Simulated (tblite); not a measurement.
# Geometry relaxation, with input and output: C$_{4}$H$_{10}$GeO$_{3}$Si (part 1 of 4)

C$_{4}$H$_{10}$GeO$_{3}$Si, computed with GFN2-xTB geometry optimisation, gas phase (tblite 0.8.0).

It belongs to a series of runs on one base structure; here: H on C replaced by OCOCH3.

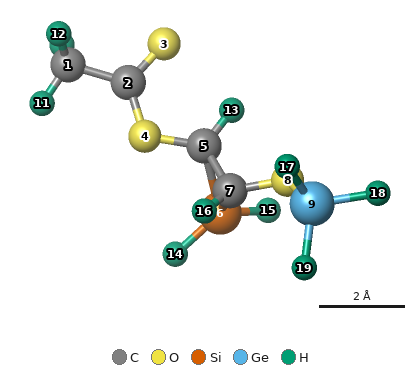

Fig. 1: The starting structure (ball-and-stick view, seen at a tilt; atoms are numbered from 1 in the order of the input). Sticks mark near contacts.

**Input file**
```
{"job": {"kind": "relax", "xc": "GFN2-xTB", "basis": "xTB"}, "charge": 0, "multiplicity": 1}
C      3.672600     0.950100    -0.318600
C      2.421600     0.303600     0.157600
O      2.498800    -0.205600     1.344600
O      1.267900     0.238800    -0.607100
C      0.171300    -0.423000     0.003100
Si    -0.533000    -1.710700    -1.188500
C     -1.237700    -0.142400    -0.407800
O     -2.155200    -0.493200     0.594500
Ge    -3.595200     0.519500     0.660500
H      4.495100     0.234000    -0.132800
H      3.548000     1.147000    -1.399500
H      3.869000     1.862600     0.246100
H      0.320600    -0.821500     1.027800
H     -0.246600    -1.572000    -2.604500
H     -0.864600    -2.984600    -0.597500
H     -1.438000     0.707500    -1.054000
H     -3.231600     1.940600     1.178500
H     -4.547200    -0.103500     1.749900
H     -4.425500     0.562000    -0.644500
```

The first line tells a small driver script what to run in tblite; the rest is the geometry in Å.

Machine: 1 CPU thread, shared host.

Run as:
```bash
OMP_NUM_THREADS=1 python <driver script> task.json out
```

**The program's output**
```
step      E/eV     max force
  0    -801.38180    5.114
  1    -801.74291    4.769
  2    -801.96389    0.905
  3    -802.07462    1.275
  4    -802.15295    0.887
  5    -802.17842    0.385
  6    -802.20127    0.310
  7    -802.21464    0.363
  8    -802.23128    0.313
  9    -802.24499    0.281
 10    -802.26017    0.287
 11    -802.27470    0.291
 12    -802.28991    0.325
 13    -802.30396    0.305
 14    -802.31375    0.230
 15    -802.31928    0.208
 16    -802.32298    0.143
 17    -802.32661    0.150
 18    -802.33111    0.202
 19    -802.33603    0.228
 20    -802.34033    0.175
 21    -802.34369    0.142
 22    -802.34681    0.177
 23    -802.35020    0.177
 24    -802.35360    0.154
 25    -802.35647    0.125
 26    -802.35877    0.105
 27    -802.36093    0.117
 28    -802.36320    0.103
 29    -802.36534    0.095
 30    -802.36701    0.075
 31    -802.36824    0.072
 32    -802.36923    0.070
 33    -802.37018    0.064
 34    -802.37113    0.077
 35    -802.37201    0.063
 36    -802.37278    0.070
 37    -802.37348    0.060
 38    -802.37414    0.053
 39    -802.37473    0.061
 40    -802.37522    0.052
 41    -802.37563    0.052
 42    -802.37602    0.055
 43    -802.37651    0.071
 44    -802.37716    0.070
 45    -802.37794    0.066
 46    -802.37869    0.065
 47    -802.37932    0.067
 48    -802.37995    0.065
 49    -802.38067    0.072
 50    -802.38142    0.069
 51    -802.38204    0.046
 52    -802.38250    0.045
 53    -802.38294    0.049
 54    -802.38348    0.064
 55    -802.38411    0.078
 56    -802.38472    0.063
 57    -802.38518    0.048
 58    -802.38551    0.048
 59    -802.38583    0.055
 60    -802.38628    0.066
 61    -802.38696    0.092
 62    -802.38788    0.092
 63    -802.38876    0.054
 64    -802.38934    0.061
 65    -802.38979    0.060
 66    -802.39041    0.072
 67    -802.39140    0.090
 68    -802.39265    0.098
 69    -802.39374    0.065
 70    -802.39431    0.273
 71    -802.39529    0.094
 72    -802.39619    0.064
 73    -802.39758    0.061
 74    -802.39814    0.069
 75    -802.39834    0.028
 76    -802.39848    0.027
 77    -802.39868    0.027
 78    -802.39882    0.026
 79    -802.39897    0.025
 80    -802.39911    0.026
 81    -802.39927    0.024
 82    -802.39939    0.035
 83    -802.39948    0.024
 84    -802.39956    0.021
 85    -802.39963    0.023
 86    -802.39971    0.030
 87    -802.39981    0.040
 88    -802.39992    0.034
 89    -802.40002    0.025
 90    -802.40012    0.026
 91    -802.40021    0.027
 92    -802.40034    0.031
 93    -802.40057    0.042
 94    -802.40097    0.060
 95    -802.40148    0.050
 96    -802.40184    0.155
 97    -802.40232    0.047
 98    -802.40268    0.043
 99    -802.40300    0.055
100    -802.40328    0.051
101    -802.40357    0.056
102    -802.40379    0.063
103    -802.40400    0.065
104    -802.40423    0.057
105    -802.40445    0.043
106    -802.40464    0.033
107    -802.40475    0.087
108    -802.40500    0.067
109    -802.40520    0.040
110    -802.40556    0.052
111    -802.40568    0.027
112    -802.40583    0.037
113    -802.40619    0.046
114    -802.40636    0.065
115    -802.40660    0.034
116    -802.40671    0.107
117    -802.40685    0.030
118    -802.40695    0.024
119    -802.40725    0.030
120    -802.40750    0.272
121    -802.40821    0.038
122    -802.40905    0.046
123    -802.40422    0.976
124    -802.41008    0.060
125    -802.41075    0.059
126    -802.40770    0.895
127    -802.41194    0.070
128    -802.41275    0.074
129    -802.40685    1.056
130    -802.41392    0.074
131    -802.41468    0.095
132    -802.40933    1.103
133    -802.41653    0.124
134    -802.41761    0.158
135    -802.41551    1.014
136    -802.42105    0.187
137    -802.42261    0.197
138    -802.42496    0.773
139    -802.42880    0.163
140    -802.43100    0.146
141    -802.43654    0.550
142    -802.44204    0.112
143    -802.44720    0.233
144    -802.44108    0.764
145    -802.45784    0.241
146    -802.46159    0.178
147    -802.46616    0.506
148    -802.46971    0.241
149    -802.47194    0.194
150    -802.47522    0.185
151    -802.47648    0.178
152    -802.47806    0.206
153    -802.48016    0.256
154    -802.48110    0.215
155    -802.48293    0.155
156    -802.48464    0.123
157    -802.48697    0.122
158    -802.48941    0.156
159    -802.49195    0.184
160    -802.49408    0.167
161    -802.49613    0.150
162    -802.49858    0.236
163    -802.50143    0.187
164    -802.50394    0.451
165    -802.50785    0.317
166    -802.51331    0.136
167    -802.51982    0.160
168    -802.52576    0.182
169    -802.53090    0.170
170    -802.53663    0.196
171    -802.53809    0.692
172    -802.54520    0.150
173    -802.54900    0.137
174    -802.55389    0.123
175    -802.55511    0.125
176    -802.55669    0.110
177    -802.55881    0.167
178    -802.56035    0.147
179    -802.56275    0.209
180    -802.56556    0.211
181    -802.56839    0.270
182    -802.57109    0.139
183    -802.56212    1.007
184    -802.57611    0.143
185    -802.57909    0.126
186    -802.58488    0.624
187    -802.59007    0.206
188    -802.59561    0.185
189    -802.60547    0.529
190    -802.61847    0.254
191    -802.63580    0.330
192    -802.64540    0.209
193    -802.65017    0.323
194    -802.65768    0.216
195    -802.66118    0.230
196    -802.66719    0.181
197    -802.67083    0.163
198    -802.67319    0.193
199    -802.67486    0.145
200    -802.67642    0.109
201    -802.67740    0.079
202    -802.67846    0.057
203    -802.67924    0.050
204    -802.67980    0.072
205    -802.68051    0.070
206    -802.68119    0.058
207    -802.68193    0.057
208    -802.68276    0.066
209    -802.68371    0.086
210    -802.68479    0.087
211    -802.68607    0.099
212    -802.68779    0.106
213    -802.69024    0.130
214    -802.69342    0.142
215    -802.69690    0.167
216    -802.70048    0.131
217    -802.70344    0.159
218    -802.70581    0.142
219    -802.70726    0.117
220    -802.70909    0.081
221    -802.71009    0.065
222    -802.71091    0.079
223    -802.71150    0.078
224    -802.71220    0.070
225    -802.71278    0.068
226    -802.71318    0.058
227    -802.71362    0.049
228    -802.71390    0.054
229    -802.71415    0.038
230    -802.71438    0.029
231    -802.71460    0.033
232    -802.71481    0.048
233    -802.71503    0.050
234    -802.71529    0.039
235    -802.71557    0.029
236    -802.71581    0.030
237    -802.71600    0.029
238    -802.71616    0.025
239    -802.71632    0.023
240    -802.71648    0.028
241    -802.71663    0.030
242    -802.71679    0.032
243    -802.71698    0.037
244    -802.71717    0.033
245    -802.71734    0.031
246    -802.71750    0.036
247    -802.71769    0.033
248    -802.71795    0.031
249    -802.71823    0.028
250    -802.71846    0.030
251    -802.71860    0.025
252    -802.71871    0.022
253    -802.71883    0.025
254    -802.71899    0.029
255    -802.71919    0.036
256    -802.71945    0.050
257    -802.71977    0.051
258    -802.72013    0.045
259    -802.72055    0.053
260    -802.72101    0.065
261    -802.72139    0.056
262    -802.72174    0.042
263    -802.72200    0.044
264    -802.72227    0.044
265    -802.72250    0.038
266    -802.72278    0.034
267    -802.72295    0.031
268    -802.72308    0.026
269    -802.72320    0.024
270    -802.72329    0.017
271    -802.72334    0.022
272    -802.72339    0.016
273    -802.72343    0.017
274    -802.72346    0.012
275    -802.72347    0.010
```

**Trajectory as extended XYZ (Å, eV, eV/Å), 42 of the 276 frames kept, from step=0 to step=275**
```
19
Properties=species:S:1:pos:R:3:forces:R:3 step=0 energy=-801.38180
C     3.6726    0.9501   -0.3186   -0.2910  -0.2340  -1.5030
C     2.4216    0.3036    0.1576   -0.8120  -2.0960   4.5930
O     2.4988   -0.2056    1.3446   -1.0940   1.5870  -4.3790
O     1.2679    0.2388   -0.6071    1.7570   0.7450   1.8680
C     0.1713   -0.4230    0.0031    1.1250  -1.1120   0.1900
Si   -0.5330   -1.7107   -1.1885   -0.1860  -0.6410  -0.5960
C    -1.2377   -0.1424   -0.4078   -0.1050  -0.5180  -0.4700
O    -2.1552   -0.4932    0.5945   -0.4950   0.8090  -0.0540
Ge   -3.5952    0.5195    0.6605   -1.0650   0.2190   1.0540
H     4.4951    0.2340   -0.1328   -0.3880   0.4760  -0.1680
H     3.5480    1.1470   -1.3995    0.4270   0.1520   0.4850
H     3.8690    1.8626    0.2461   -0.1060  -0.1490  -0.1630
H     0.3206   -0.8215    1.0278    0.0950   0.8960  -0.5400
H    -0.2466   -1.5720   -2.6045    0.1360  -0.0110   0.0830
H    -0.8646   -2.9846   -0.5975   -0.1540  -0.0090  -0.0250
H    -1.4380    0.7075   -1.0540   -0.0140   0.2120   0.3690
H    -3.2316    1.9406    1.1785   -0.0290  -0.4710  -0.4190
H    -4.5472   -0.1035    1.7499    0.6730   0.1390  -0.5540
H    -4.4255    0.5620   -0.6445    0.5250   0.0050   0.2290
19
Properties=species:S:1:pos:R:3:forces:R:3 step=7 energy=-802.21464
C     3.6279    0.9341   -0.3497   -0.0880  -0.0070   0.0940
C     2.4050    0.2785    0.2689    0.0170   0.1610  -0.3250
O     2.4445   -0.2374    1.3554   -0.0040  -0.0790   0.0700
O     1.3008    0.3136   -0.4999    0.0350  -0.0730   0.2150
C     0.2205   -0.5012   -0.0404   -0.0990   0.0760   0.0730
Si   -0.5406   -1.7644   -1.2341    0.0180   0.0260  -0.0010
C    -1.2283   -0.1898   -0.4362    0.0150   0.0070  -0.0490
O    -2.1832   -0.3911    0.5839    0.1460  -0.0590   0.0960
Ge   -3.6540    0.5537    0.7086    0.0450  -0.0750   0.1940
H     4.4700    0.2648   -0.1733   -0.0530   0.0000  -0.0710
H     3.5538    1.1644   -1.4109   -0.2680  -0.1090   0.1610
H     3.8404    1.8472    0.2045   -0.0730   0.0460  -0.0400
H     0.3407   -0.7399    1.0123   -0.0190  -0.0510   0.0080
H    -0.2147   -1.5845   -2.6353    0.0650  -0.1090   0.0050
H    -0.8972   -3.0172   -0.6030   -0.0570  -0.0190  -0.1180
H    -1.4042    0.7171   -1.0047    0.2020   0.0460  -0.1120
H    -3.2433    1.9221    1.1318   -0.0600   0.2330  -0.0140
H    -4.4912   -0.1318    1.7402    0.1970  -0.0650  -0.0230
H    -4.3566    0.5711   -0.6104   -0.0190   0.0510  -0.1650
19
Properties=species:S:1:pos:R:3:forces:R:3 step=13 energy=-802.30396
C     3.5775    0.9413   -0.3346   -0.0810   0.0090  -0.0910
C     2.3924    0.2749    0.3041   -0.1510  -0.0570   0.0780
O     2.4371   -0.2809    1.3708    0.0940  -0.0860   0.1420
O     1.2825    0.3339   -0.4458   -0.0130  -0.1910  -0.0540
C     0.2239   -0.5181   -0.0225   -0.0490   0.0760   0.0700
Si   -0.5264   -1.7686   -1.2415    0.0180  -0.0020   0.0170
C    -1.2044   -0.1851   -0.4514    0.1590   0.0750   0.1200
O    -2.1335   -0.3454    0.5989   -0.0640   0.1910  -0.2290
Ge   -3.6211    0.5794    0.7343    0.1030   0.0470  -0.2500
H     4.4307    0.2793   -0.2168    0.0620   0.0360   0.0170
H     3.3910    1.1270   -1.3838   -0.0360   0.0850  -0.1170
H     3.7906    1.8741    0.1776    0.0210   0.0640   0.0230
H     0.3216   -0.7538    1.0355   -0.0330  -0.0870  -0.0640
H    -0.1600   -1.6547   -2.6400    0.0510   0.0080   0.0150
H    -0.9453   -3.0348   -0.6808   -0.0300  -0.0010  -0.0050
H    -1.2933    0.7330   -1.0336   -0.0900  -0.0930   0.0900
H    -3.2981    2.0079    1.1011   -0.0430  -0.0810   0.0590
H    -4.3701   -0.1989    1.7577    0.0510   0.0460   0.0300
H    -4.3048    0.5986   -0.6216    0.0340  -0.0380   0.1470
19
Properties=species:S:1:pos:R:3:forces:R:3 step=20 energy=-802.34033
C     3.5346    0.9533   -0.3392    0.0740   0.0340  -0.0310
C     2.3930    0.2436    0.3367    0.0220  -0.0140   0.0360
O     2.4667   -0.3095    1.4043    0.0270   0.0160  -0.0190
O     1.2916    0.2674   -0.4188    0.0240   0.0330  -0.0680
C     0.2181   -0.5461    0.0043    0.0960  -0.1350  -0.0550
Si   -0.5208   -1.7759   -1.2419   -0.0640  -0.0100  -0.0160
C    -1.1777   -0.1700   -0.4636    0.0290  -0.0260   0.0300
O    -2.1252   -0.2887    0.5615   -0.0390  -0.0650   0.0080
Ge   -3.6030    0.6099    0.7102   -0.0630   0.0690  -0.0750
H     4.4139    0.3227   -0.2514    0.0860  -0.0150  -0.0310
H     3.3059    1.1438   -1.3814   -0.0450  -0.0020  -0.0450
H     3.7531    1.8938    0.1568   -0.0590   0.0550   0.0980
H     0.3046   -0.8063    1.0554   -0.0750   0.0070   0.0140
H    -0.1017   -1.6725   -2.6285    0.0320   0.0270   0.0660
H    -0.9879   -3.0396   -0.7108   -0.0330   0.0390   0.0010
H    -1.2567    0.7452   -1.0456    0.1000  -0.0230  -0.0150
H    -3.3369    2.0319    1.1216    0.0120   0.0180  -0.0170
H    -4.2747   -0.1891    1.7595   -0.0810  -0.0320   0.0870
H    -4.3065    0.5955   -0.6214   -0.0440   0.0240   0.0330
19
Properties=species:S:1:pos:R:3:forces:R:3 step=27 energy=-802.36093
C     3.5238    0.9729   -0.3450   -0.0190   0.0010  -0.0110
C     2.4162    0.2175    0.3452   -0.0110  -0.0650   0.0170
O     2.5101   -0.3172    1.4199   -0.0080   0.0000  -0.0250
O     1.3147    0.2000   -0.4113   -0.0290   0.0200  -0.0440
C     0.2280   -0.6001    0.0128    0.0130  -0.0570   0.0230
Si   -0.5438   -1.7922   -1.2513    0.0720  -0.0220   0.0320
C    -1.1518   -0.1758   -0.4652   -0.0570  -0.0090  -0.0710
O    -2.1361   -0.2670    0.5261    0.0290  -0.0350   0.0660
Ge   -3.6149    0.6316    0.6994   -0.0030   0.0390  -0.0240
H     4.4344    0.3790   -0.2997   -0.0210   0.0490   0.0160
H     3.2482    1.1657   -1.3767    0.0220   0.0420  -0.0050
H     3.6990    1.9127    0.1736    0.0120  -0.0090   0.0020
H     0.2763   -0.8466    1.0667    0.0780  -0.0370   0.0790
H    -0.0349   -1.6639   -2.6038   -0.0130  -0.0240   0.0220
H    -1.0497   -3.0400   -0.7195   -0.0360   0.0280  -0.0360
H    -1.1748    0.7371   -1.0493    0.0250   0.0830  -0.0450
H    -3.3532    2.0563    1.1235    0.0110  -0.0320  -0.0710
H    -4.2481   -0.1698    1.7795   -0.0470  -0.0050  -0.0090
H    -4.3533    0.6090   -0.6173   -0.0190   0.0330   0.0820
19
Properties=species:S:1:pos:R:3:forces:R:3 step=34 energy=-802.37113
C     3.5127    0.9872   -0.3493   -0.0180   0.0020   0.0220
C     2.4206    0.2008    0.3373    0.0410  -0.0120  -0.0070
O     2.5245   -0.3313    1.4124    0.0220   0.0010  -0.0380
O     1.3175    0.1641   -0.4147    0.0320   0.0340  -0.0300
C     0.2339   -0.6304    0.0292    0.0090   0.0410   0.0000
Si   -0.5340   -1.8062   -1.2443   -0.0320   0.0070  -0.0090
C    -1.1371   -0.1813   -0.4681   -0.0180  -0.0140   0.0220
O    -2.1338   -0.2644    0.5143   -0.0220  -0.0160   0.0080
Ge   -3.6135    0.6349    0.6977   -0.0040   0.0240   0.0110
H     4.4404    0.4179   -0.3143   -0.0720   0.0260   0.0040
H     3.2349    1.1989   -1.3785    0.0100   0.0020   0.0610
H     3.6709    1.9194    0.1902   -0.0080  -0.0140  -0.0190
H     0.2982   -0.8701    1.0855    0.0080  -0.0010   0.0120
H    -0.0084   -1.6750   -2.5880    0.0120  -0.0320  -0.0170
H    -1.1032   -3.0349   -0.7390   -0.0290  -0.0170  -0.0100
H    -1.1292    0.7411   -1.0450    0.0030  -0.0240   0.0420
H    -3.3438    2.0641    1.0899    0.0320  -0.0110  -0.0030
H    -4.2645   -0.1557    1.7802    0.0430   0.0240  -0.0230
H    -4.3960    0.6302   -0.5878   -0.0080  -0.0200  -0.0270
19
Properties=species:S:1:pos:R:3:forces:R:3 step=40 energy=-802.37522
C     3.4995    1.0026   -0.3450    0.0100   0.0100  -0.0140
C     2.4248    0.1915    0.3323   -0.0080   0.0290   0.0020
O     2.5429   -0.3517    1.3999   -0.0170  -0.0290  -0.0120
O     1.3202    0.1519   -0.4172   -0.0220  -0.0160   0.0420
C     0.2399   -0.6441    0.0370   -0.0280  -0.0100   0.0020
Si   -0.5378   -1.8119   -1.2422   -0.0050  -0.0030  -0.0050
C    -1.1307   -0.1879   -0.4591    0.0020   0.0060  -0.0040
O    -2.1387   -0.2683    0.5118    0.0060  -0.0010  -0.0190
Ge   -3.6111    0.6477    0.6878    0.0250  -0.0370   0.0260
H     4.4280    0.4388   -0.3200    0.0360   0.0230   0.0070
H     3.2172    1.2219   -1.3689   -0.0130   0.0130  -0.0240
H     3.6484    1.9320    0.1998    0.0050  -0.0070   0.0240
H     0.3159   -0.8804    1.0941   -0.0110  -0.0080  -0.0180
H     0.0105   -1.7027   -2.5798   -0.0020  -0.0050  -0.0010
H    -1.1460   -3.0328   -0.7616   -0.0060  -0.0020   0.0140
H    -1.1064    0.7390   -1.0263   -0.0220   0.0080   0.0090
H    -3.3223    2.0734    1.0717    0.0230   0.0090  -0.0150
H    -4.2469   -0.1409    1.7773    0.0050   0.0240   0.0190
H    -4.4173    0.6311   -0.5836    0.0230  -0.0050  -0.0320
```
